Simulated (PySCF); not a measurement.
# H3NO (SMILES NO): CCSDT/STO-3G

What is the vertical singlet–triplet gap of H3NO at CCSDT/STO-3G? The job is set up through a Python script.

Program for the calculation: PySCF 2.14.0.

9 further runs of the same task are left out: 9 set aside as unsound or not needed.

**1. The structure to begin with**

The species is H3NO (5 atoms), meant as a singlet with charge 0. SMILES: `NO`. Geometry: relaxed at GFN2-xTB. This is one conformer, not always the lowest.

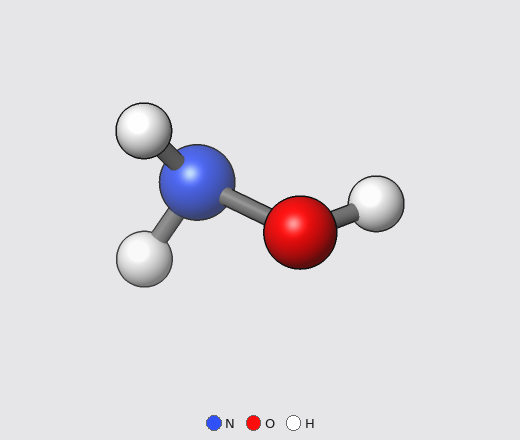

The structure, seen from a chosen angle (nitrogen blue, oxygen red, hydrogen white).

**2. A single-point energy at CCSDT/STO-3G**

calc.py reads:

```python
from pyscf import gto, cc

system = gto.M(
    atom='''
N     -0.178910    -0.366440    -0.312920
O      0.371730     0.674250     0.501760
H     -0.161770    -1.206140     0.265260
H     -1.156690    -0.114310    -0.454620
H      1.125640     1.012630     0.000530
''',
    basis='sto-3g',
    verbose=3,
    max_memory=1860,
    spin=0,
    charge=0,
)

hf = system.RHF()
hf.conv_tol = 1e-10
hf.kernel()
if not hf.converged:
    hf = hf.newton().run(hf.mo_coeff, hf.mo_occ)

mycc = cc.CCSDT(hf, frozen=2)
mycc.kernel()
e_final = mycc.e_tot
print('E = %.10f Eh' % e_final)
```

On the command line:

```console
$ OMP_NUM_THREADS=1 python calc.py
```

The log of the run:

```text
converged SCF energy = -129.25979664587
_make_eris_incore_RCCSDT

WARN: A large `blksize` is being used, which may cause large memory consumption
      for storing contraction intermediates. If memory is sufficient, consider using
      `pyscf.cc.rccsdt_highm.RCCSDT` instead.

RCCSDT converged
E(RCCSDT) = -129.3715932206926   E_corr = -0.1117965748228638
E_corr(same-spin) = -0.00560519776898564
E_corr(oppo-spin) = -0.106191377053878
E = -129.3715932207 Eh
```

Wall time 1.1 s (1 thread of Arm Neoverse V1, shared host); peak memory 0.12 GiB.

**3. The triplet, same level**

calc.py reads:

```python
from pyscf import gto, cc

mol = gto.M(
    atom='''
N   -0.178910  -0.366440  -0.312920
O    0.371730   0.674250   0.501760
H   -0.161770  -1.206140   0.265260
H   -1.156690  -0.114310  -0.454620
H    1.125640   1.012630   0.000530
''',
    max_memory=1860,
    spin=2,
    charge=0,
    basis='sto-3g',
    verbose=3,
)

myscf = mol.UHF()
myscf.conv_tol = 1e-10
myscf.kernel()
if not myscf.converged:
    myscf = myscf.newton().run(myscf.mo_coeff, myscf.mo_occ)

mycc = cc.CCSDT(myscf, frozen=2)
mycc.kernel()
etot = mycc.e_tot
print('E(%s) = %.9f' % ('CCSDT', etot))
```

On the command line:

```console
$ OMP_NUM_THREADS=1 python calc.py
```

The log of the run:

```text
WARN: HOMO 0.271991089459877 >= LUMO -0.231426198847607

converged SCF energy = -128.953966425379  <S^2> = 2.0121039  2S+1 = 3.0080585
_make_eris_incore_UCCSDT

WARN: A large `blksize_v_aaa` is being used, which may cause large memory consumption
      for storing contraction intermediates. If memory is sufficient, consider using
      `pyscf.cc.uccsdt_highm.UCCSDT` instead.

WARN: A large `blksize_v_aab` is being used, which may cause large memory consumption
      for storing contraction intermediates. If memory is sufficient, consider using
      `pyscf.cc.uccsdt_highm.UCCSDT` instead.

UCCSDT converged
E(UCCSDT) = -129.0435957229523   E_corr = -0.08962929757319944
E_corr(same-spin) = -0.0132253358768598
E_corr(oppo-spin) = -0.0764039616963397
E(CCSDT) = -129.043595723
```

It took 2.6 s on 1 thread of Arm Neoverse V1, shared host; peak memory 0.12 GiB.

**4. Summary of results**

At CCSDT/STO-3G, 2 core orbitals frozen:

| quantity | value |
| --- | --- |
| singlet: total energy | -129.37159 Eh |
| singlet: dipole moment (Hartree–Fock density) | 0.38 D |
| singlet: HOMO energy (Hartree–Fock orbitals) | -9.02 eV |
| singlet: LUMO energy (Hartree–Fock orbitals) | 14.68 eV |
| singlet: HOMO–LUMO gap (Hartree–Fock orbitals) | 23.69 eV |
| singlet: correlation energy (2 core orbitals frozen) | -111.8 mEh |
| singlet: T1 diagnostic | 0.006 |
| triplet: total energy | -129.04360 Eh |
| triplet: dipole moment (Hartree–Fock density) | 1.70 D |
| triplet: HOMO energy (Hartree–Fock orbitals) (highest over α and β) | -0.88 eV |
| triplet: LUMO energy (Hartree–Fock orbitals) (lowest over α and β) | 6.42 eV |
| triplet: correlation energy (2 core orbitals frozen) | -89.6 mEh |
| triplet: ⟨S²⟩ of the reference determinant | 2.012 |
| triplet: T1 diagnostic | 0.127 |
| vertical energy of the triplet above the singlet | 8.925 eV |

In words: At this shape the triplet lies 8.93 eV (861 kJ/mol) above the singlet. In a minimal basis such a difference can be off by several eV, whatever the method. The T1 diagnostic (triplet) of 0.127 is above the customary mark for such species, so a single reference may not serve.
